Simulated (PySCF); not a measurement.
Si(H)(Me)(Vi)(NH2), SMILES C=C[SiH](N)C, singlet at its PBE0/def2-SVP optimised geometry (Å):

```
14

Si     0.1250     0.0659     0.0000
C     -0.5221     1.8273     0.0000
N     -0.3760    -0.7226     1.4625
C     -0.4601    -0.8123    -1.5575
C     -1.1969    -1.9289    -1.5260
H      1.6233     0.0659     0.0000
H     -0.2145     2.3578    -0.9150
H     -0.1402     2.3853     0.8684
H     -1.6233     1.8413     0.0365
H      0.0624    -1.5901     1.7495
H     -1.3482    -0.6996     1.7488
H     -0.1949    -0.4010    -2.5424
H     -1.4873    -2.3853    -0.5716
H     -1.5424    -2.4388    -2.4329
```

Method: PBE0/def2-TZVP (PySCF). Cells within 0.4 Å of a nucleus heavier than hydrogen are left out (blank, or x).

Map of the Laplacian of the electron density (e/bohr⁵), clipped to [-1.50, 1.50] on the plane z = 0.0 Å:

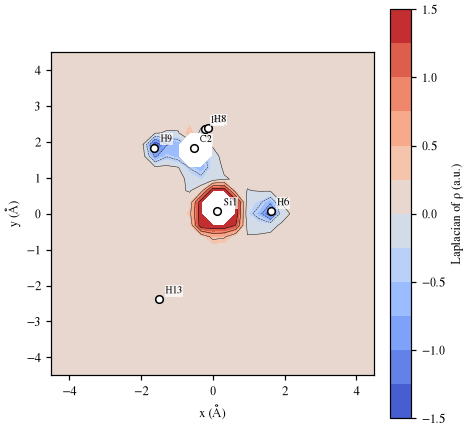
Laplacian of the electron density (e/bohr⁵), clipped to [-1.50, 1.50] on the plane z = 0.0 Å.
